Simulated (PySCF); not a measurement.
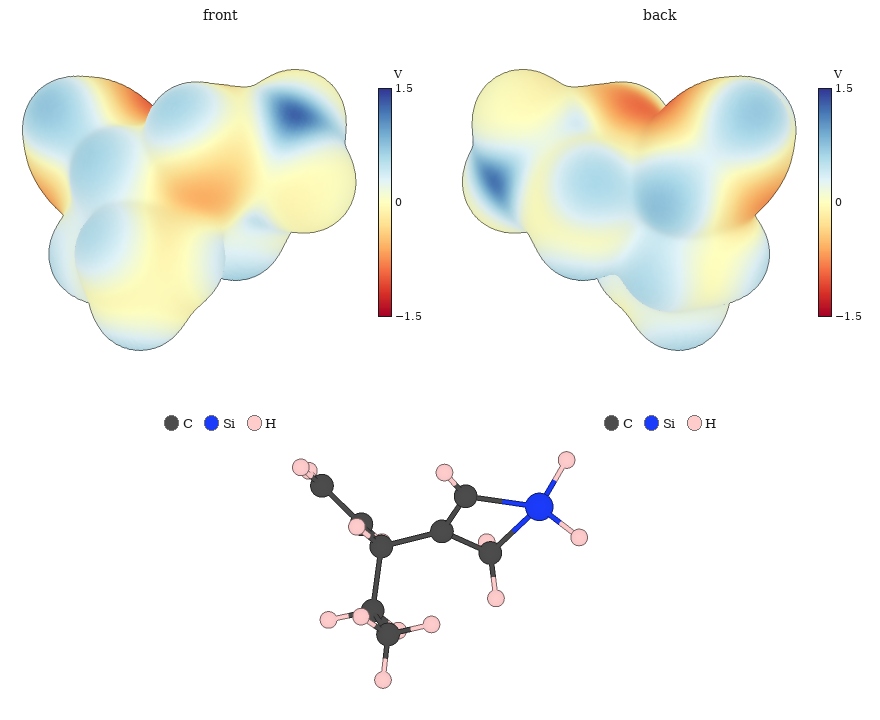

*C$_{8}$H$_{14}$Si. The electrostatic potential painted on the density surface at 0.002 e/bohr³, seen from the front and from behind; red is negative and blue positive. The bare structure is drawn below in the same view.*

Geometry: GFN2-xTB.

Computed with PBE0/pcSseg-1, SCF density, gas phase, non-relativistic (PySCF).

```xyz
23

C    -0.9958    2.7352    0.9618
C    -0.6876    1.8494    0.0342
C    -0.6586    0.3643    0.2558
C    -1.6331   -0.3292   -0.7122
C    -1.7161   -1.8278   -0.4517
C     0.7414   -0.1270    0.0616
C     1.5911   -0.6489    0.9576
Si    2.9943   -0.8769   -0.2744
C     1.5122   -0.1093   -1.2387
H    -1.0035    3.7937    0.7631
H    -1.2563    2.4391    1.9650
H    -0.4294    2.1706   -0.9664
H    -0.9651    0.1489    1.2862
H    -2.6227    0.1190   -0.5920
H    -1.3083   -0.1490   -1.7392
H    -0.7326   -2.2861   -0.5346
H    -2.3828   -2.3032   -1.1683
H    -2.0964   -2.0186    0.5499
H     1.4011   -0.8209    2.0053
H     4.1767   -0.0275   -0.1400
H     3.3589   -2.2408   -0.6588
H     1.6497    0.8922   -1.6437
H     1.0581   -0.7203   -2.0177
```

Where is the surface potential most negative and most positive?

Answer. The most negative region (about −0.9 V) lies over the π face of C1, C2, C6 and C7, the most positive (about +1.1 V) over Si8.
